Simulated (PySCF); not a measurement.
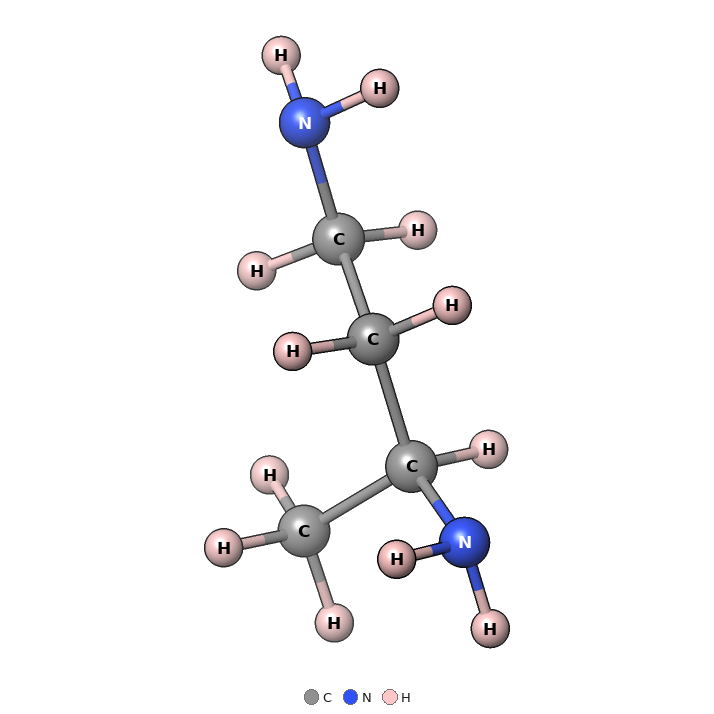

Atoms fade into the background with distance from the viewer. The geometry was computed by an optimisation with PBE0-D3(BJ)/def2-SVP. No frequency run is at hand to confirm it as a minimum.

> Which symmetry elements does this geometry have?

It has no symmetry element but the identity, so the point group is C1. The group has 1 operation. The geometry is chiral, and symmetry allows a dipole moment.
